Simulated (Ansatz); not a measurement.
**Single-point calculation of C₂H₆Ge**

- system: C₂H₆Ge, SMILES [CH2]1[CH2][GeH2]1
- method: RKS PBE0-D4/def2-TZVPP (Ansatz 0.2.0)

The geometry comes from this level: PBE0-D4/def2-TZVP.

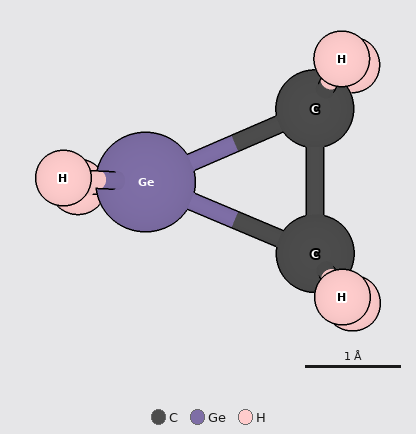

Figure 1. The structure as given in the input (ball-and-stick view, seen at a tilt). Sticks mark near contacts. Bond lengths as drawn: C–C 1.52 Å, C–Ge 1.94 Å, C–H 1.08 Å and Ge–H 1.52 Å.

## The input
```yaml
crystal:
  periodic: [false, false, false]
  atoms:
    - {symbol: C, position_ang: [-0.213768, -0.425190, -0.861862]}
    - {symbol: C, position_ang: [0.970467, 0.172114, -0.110298]}
    - {symbol: Ge, position_ang: [-0.683029, 0.223123, 0.908427]}
    - {symbol: H, position_ang: [-0.584341, 0.129114, -1.716997]}
    - {symbol: H, position_ang: [-0.205714, -1.497814, -1.020718]}
    - {symbol: H, position_ang: [1.743374, -0.514759, 0.216255]}
    - {symbol: H, position_ang: [1.364730, 1.112136, -0.480085]}
    - {symbol: H, position_ang: [-1.424077, 1.548135, 1.023125]}
    - {symbol: H, position_ang: [-0.879241, -0.793060, 2.025051]}
basis:
  gaussian: {orbitals: def2-TZVPP}
hamiltonian: {xc: pbe0, dispersion: d4}
output: {orbitals: {seedname: orbitals}}
```

Hardware: 2 threads of Arm Neoverse V1, 23 GiB of memory available, shared host.

Command:
```bash
ansatz run in.yaml --threads 2 --pin off --events-out ev --progress --plain --max-ram 4352MiB
```

## Log
```
Functional definition: PBE0
  name "PBE0"
  cite "Adamo & Barone, J. Chem. Phys. 110, 6158 (1999) doi:10.1063/1.478522"
  cite "Perdew, Burke & Ernzerhof, Phys. Rev. Lett. 77, 3865 (1996) doi:10.1103/PhysRevLett.77.3865"
  parent pbe
  parameter a = 0.25
  parameter kappa = 0.804
  parameter beta = 0.06672455060314922
  exchange = (1 - a)*pbe_x(kappa = kappa, mu = beta*pi^2/3) + a*exact_x
  correlation = pbe_c(beta = beta)
1115 factors; their error is unknown
mean field evaluation 1: about -58669.5144 eV, gradient 6.5e1 eV
mean field evaluation 2: about -58651.6404 eV, gradient 1.0e2 eV
mean field evaluation 4: about -58679.4248 eV, gradient 2.1e0 eV
mean field evaluation 8: about -58679.4380 eV, gradient 6.2e-2 eV
mean field evaluation 16: about -58679.6997 eV, gradient 1.4e-5 eV
mean field -58679.69971615 eV, -2156.4391900394 hartree, gradient 1.4e-5 eV, S^2 0.000000; 0 other end points of the search recorded, 0 dependent functions left out
reference -58679.69974497 eV, -2156.4391910985 hartree; 25, 25 occupied and 169, 169 virtual orbitals, 1115 factors
Total energy: -58679.82118129 eV, -2156.4436538010 hartree
```

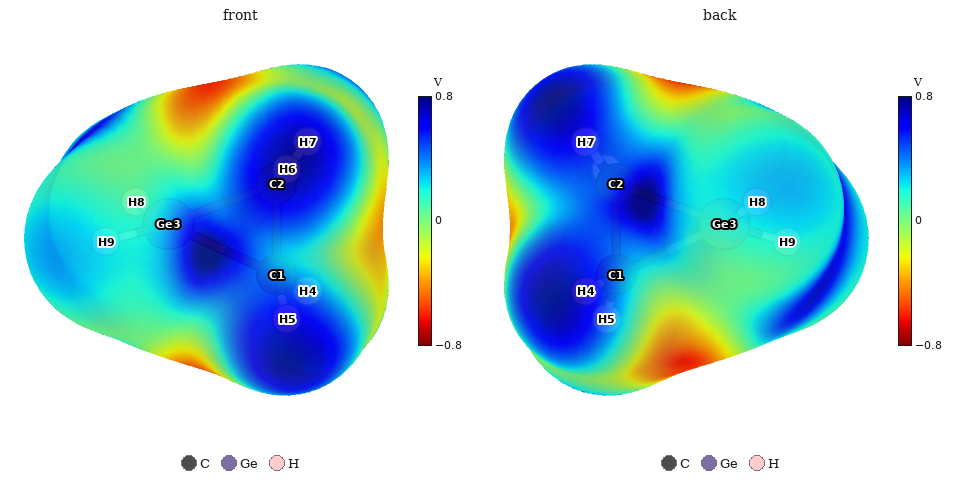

Figure 2. The molecular electrostatic potential painted on the density surface at 0.002 e/bohr³, seen at a tilt and from behind; the colour scale runs from red (negative) to blue (positive).

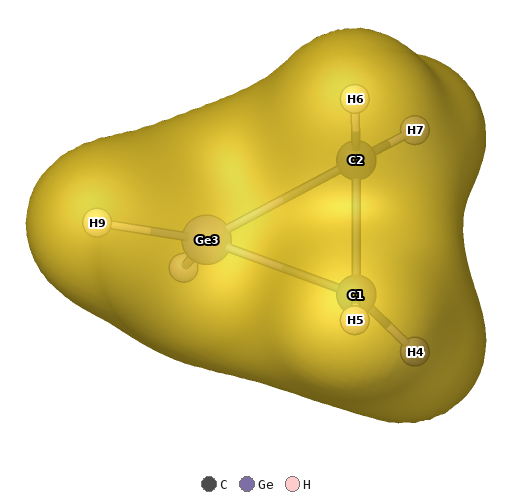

Figure 3. Isosurface of the total electron density at 0.1 e/Å³ (yellow), seen at a tilt. At this value the surface is in one piece. On the grid the lowest density along these lines, outside the cores, is 1.6 e/Å³ (C–C, 1.52 Å), 0.81 e/Å³ (C–Ge, 1.94 Å), 1.9 e/Å³ (C–H, 1.08 Å) and 0.91 e/Å³ (Ge–H, 1.52 Å).

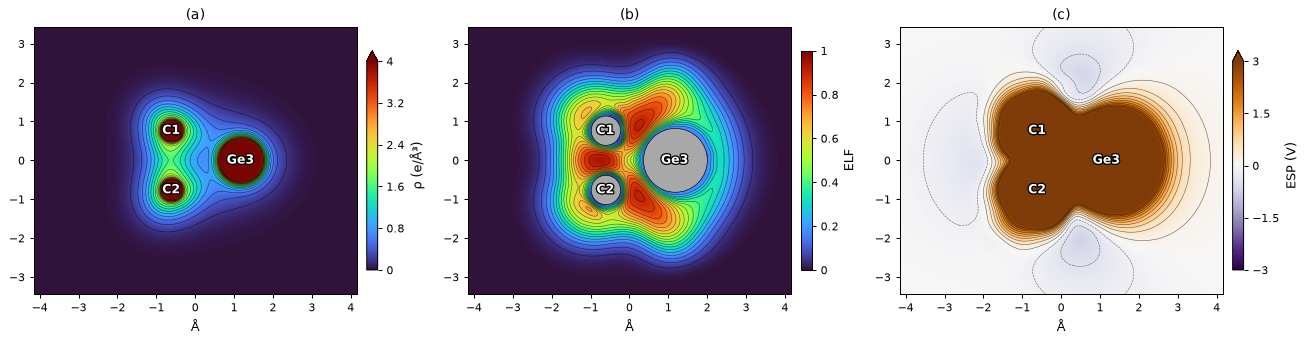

Figure 4. (a) total electron density; (b) electron localisation function; (c) molecular electrostatic potential on the plane of atoms C1, Ge3 and C2. Grey discs, where drawn, cover atomic cores. The plane passes through C and Ge nuclei. C–C (1.52 Å): ρ at the midpoint is about 1.6 e/Å³; the ELF peaks at about 0.95 between the atoms, as expected for localised, shared-pair bonding. C–Ge (1.94 Å): ρ is about 0.81 e/Å³ halfway; the ELF peaks at about 0.80 in the valence shell of C, 0.7 Å from its nucleus, and is about 0.50 at the midpoint.

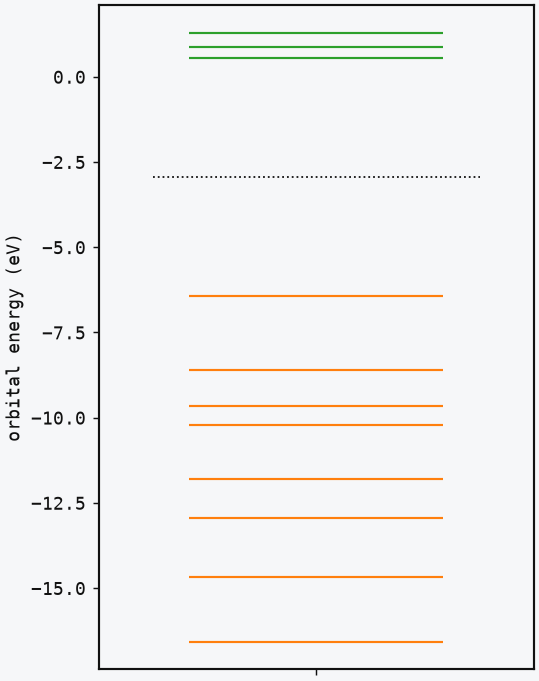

Figure 5. Orbital energies near the frontier; the dotted line parts filled from empty levels, and levels within 0.02 eV of each other stand side by side. Highest filled −6.44 eV, lowest empty 0.56 eV, 7.00 eV apart.

## Results in brief

| quantity | value |
| --- | --- |
| outcome | converged |
| total energy | −58679.8212 eV |
| mean-field energy | −58679.6997 eV |
| dispersion energy | −0.1214 eV |
| SCF solution under orbital rotations | stable |
| HOMO | −6.44 eV |
| LUMO | 0.56 eV |
| wall time | 3.2 s (CPU time 6.2 s) |
| peak memory | 0.38 GiB |
